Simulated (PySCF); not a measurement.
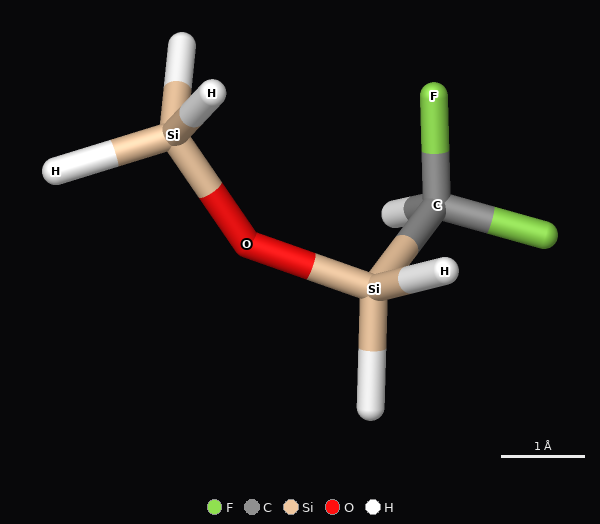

**Figure 1.** The structure (stick view, seen at a tilt).

## CH$_{6}$F$_{2}$OSi$_{2}$: excited-state calculation

- system: CH$_{6}$F$_{2}$OSi$_{2}$
- method: TDDFT LC-wPBE/def2-SVPD, vertical, gas phase, core orbitals frozen in the response (PySCF 2.14.0)

The geometry comes from this level: PBE0-D3(BJ)/def2-SVP.

Input
```
{"job": {"kind": "uv", "xc": "LC-wPBE", "basis": "def2-SVPD", "ip": true}, "charge": 0, "multiplicity": 1}
F     -1.146881    -1.427831     0.959982
C     -1.752071    -0.639839     0.026278
F     -3.006208    -0.345756     0.463778
Si    -0.753669     0.986363    -0.149340
O      0.794385     0.591668    -0.568574
Si     2.169824    -0.192616    -0.055317
H     -1.847289    -1.236962    -0.900365
H     -0.809834     1.679861     1.168856
H     -1.356820     1.819726    -1.223334
H      2.576539     0.320729     1.286809
H      1.925456    -1.661716     0.030432
H      3.245973     0.078649    -1.048097
```

The first line tells a small driver script what to run in PySCF; the rest is the geometry in Å.

Machine: 1 CPU thread, shared host.

Run as:
```bash
OMP_NUM_THREADS=1 python <driver script> task.json out
```

Log
```
coarse grid: 11312 points
cycle   1  E = -894.5809629823  dE =  4.368e-01  |g| = 9.453e-01  |ddm| = 3.800e+00
cycle   2  E = -894.5598858678  dE =  2.108e-02  |g| = 1.074e+00  |ddm| = 1.742e+00
cycle   3  E = -894.7567931243  dE = -1.969e-01  |g| = 6.863e-02  |ddm| = 8.585e-01
cycle   4  E = -894.7577804055  dE = -9.873e-04  |g| = 3.383e-02  |ddm| = 1.703e-01
cycle   5  E = -894.7580043543  dE = -2.239e-04  |g| = 1.253e-02  |ddm| = 5.652e-02
cycle   6  E = -894.7580450490  dE = -4.069e-05  |g| = 2.277e-03  |ddm| = 2.367e-02
cycle   7  E = -894.7580447608  dE =  2.883e-07  |g| = 5.258e-04  |ddm| = 7.116e-03
final grid: 101712 points
cycle   8  E = -894.9158405349  dE = -3.238e-05  |g| = 1.218e-02  |ddm| = 5.440e-02
cycle   9  E = -894.9158377085  dE =  2.826e-06  |g| = 1.320e-02  |ddm| = 1.510e-02
cycle  10  E = -894.9158628826  dE = -2.517e-05  |g| = 2.886e-04  |ddm| = 7.404e-03
cycle  11  E = -894.9158629177  dE = -3.510e-08  |g| = 1.265e-04  |ddm| = 1.014e-03
cycle  12  E = -894.9158629233  dE = -5.626e-09  |g| = 4.606e-05  |ddm| = 2.866e-04
cycle  13  E = -894.9158629239  dE = -6.037e-10  |g| = 1.887e-05  |ddm| = 8.441e-05
```

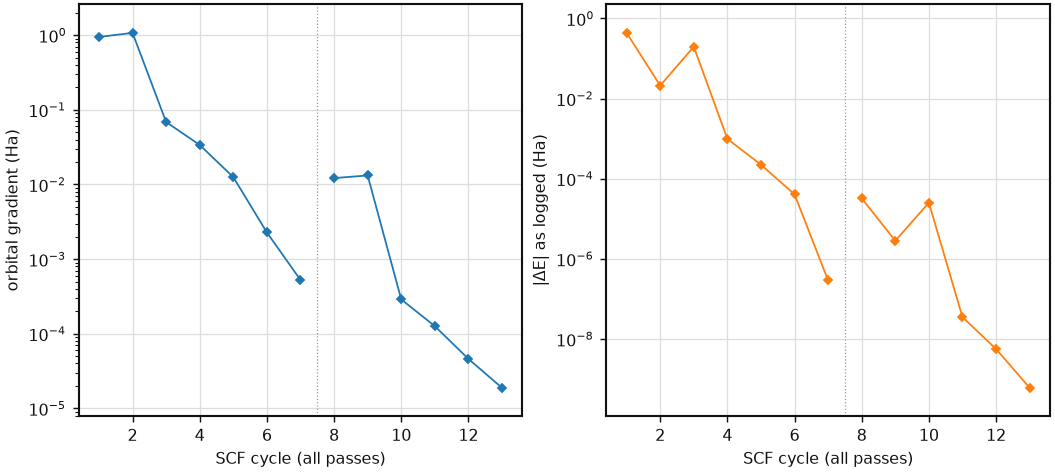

**Figure 2.** Convergence of the self-consistent field: orbital gradient and size of the energy change against the SCF cycle. The dotted line marks the change from a coarse to the final integration grid. The first 7 cycles use a coarse grid, the final grid takes over at cycle 8, and the field converges after 13 cycles in all.

```
converged SCF energy = -894.9158629239

Static polarisability (au): isotropic 68.189, principal 62.771 66.294 75.503

Singlet excitations
state   eV       nm        f      main configurations
  1   7.4866    165.6   0.00265   H->L 0.76
  2   7.8941    157.1   0.00074   H-1->L 0.84
  3   8.2102    151.0   0.00712   H-2->L 0.52, H->L+2 0.20
  4   8.4767    146.3   0.02700   H->L+1 0.17, H->L+4 0.16, H->L+3 0.15
  5   8.6774    142.9   0.00167   H-3->L 0.51, H-1->L+2 0.16, H-1->L+7 0.11
  6   8.8690    139.8   0.00905   H->L+4 0.32, H->L+1 0.13, H->L+5 0.12
  7   9.1860    135.0   0.02358   H->L+5 0.13, H-1->L+5 0.12, H-2->L+4 0.12
  8   9.3172    133.1   0.16802   H-1->L+1 0.36, H->L+1 0.09
  9   9.3903    132.0   0.15143   H-2->L+1 0.22, H->L+1 0.18
 10   9.4764    130.8   0.03731   H-1->L+1 0.26, H-1->L+2 0.20, H-1->L+5 0.08

Triplet excitations (Tamm-Dancoff, eV): 6.9659 7.3759 7.5910 7.7922
Vertical ionisation energy (delta-SCF) = 11.0187 eV
```

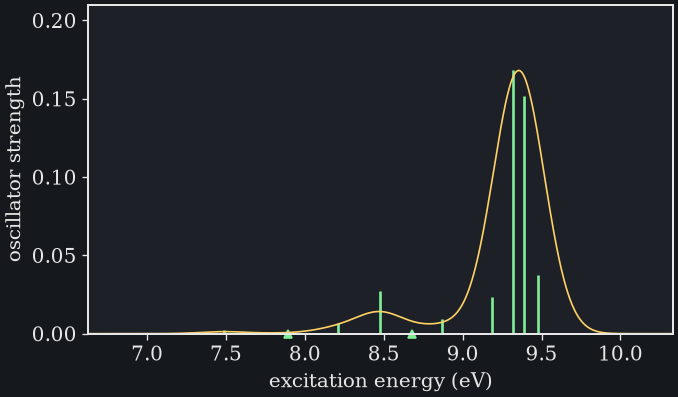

**Figure 3.** Computed excitations as sticks (degenerate states added up, dark ones marked on the axis), with a Gaussian envelope of 0.35 eV full width at half maximum, scaled to the tallest. Of the 10 states the lowest lies at 7.49 eV (f = 0.003); the strongest line is at 9.32 eV, or 133 nm (f = 0.168).

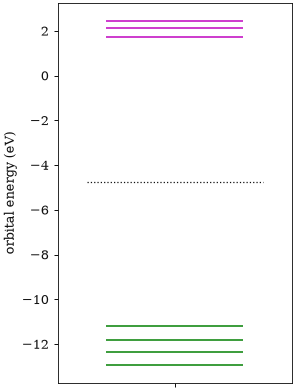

**Figure 4.** Orbital energies near the frontier; the dotted line parts filled from empty levels, and levels within 0.02 eV of each other stand side by side. Highest filled −11.22 eV, lowest empty 1.70 eV, 12.92 eV apart.

Key numbers

```tsv
quantity	value
outcome	converged
total energy	−894.915863 hartree
HOMO	−11.22 eV
LUMO	1.70 eV
dipole moment	1.57 D
mean polarisability	68.19 a.u.
vertical ionisation energy	11.02 eV
lowest singlet excitation	7.49 eV
wall time	2.9 min
peak memory	0.88 GiB
```
